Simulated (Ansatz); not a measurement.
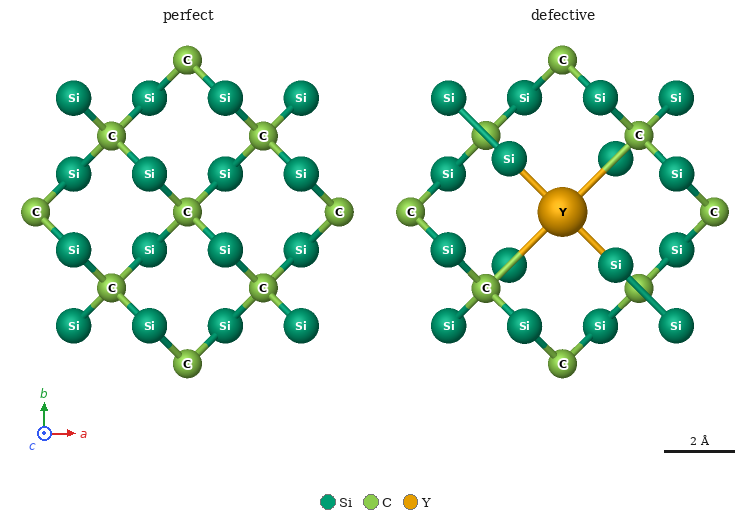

Left: perfect SiC. Right: the same region with one point defect, after relaxing the atoms in a supercell of 54 sites. Style: ball-and-stick. Shown: the atoms within 5.4 Å of one point, in a slice 3.4 Å thick across the line of sight, along the c axis.

The calculation used DFT, PBE, plane-wave PAW, default files, scalar-relativistic (Ansatz). Settings: plane-wave cutoff 420 eV; k-point mesh 3 × 3 × 3; occupations fermi dirac; smearing width 0.01 eV; no spin polarisation. A uniform background neutralises the charged cell. The axes drawn are those of the host's conventional cell.

### Which defect is it?

A carbon atom is replaced by yttrium.

The charge state of the cell is −1.

### How does the lattice respond?

In the host the C atom has 4 Si at 1.89 Å; the Y atom ends with 4 Si at 2.65 Å, 12 C at 3.11 Å. Of the host's atoms, a silicon atom moves furthest from its site, by 0.76 Å. Relaxing the atoms from the host's sites lowers the energy by 17.35 eV.

Limits of the set-up: the cell is charged, on a uniform background, and energies carry no finite-size correction.
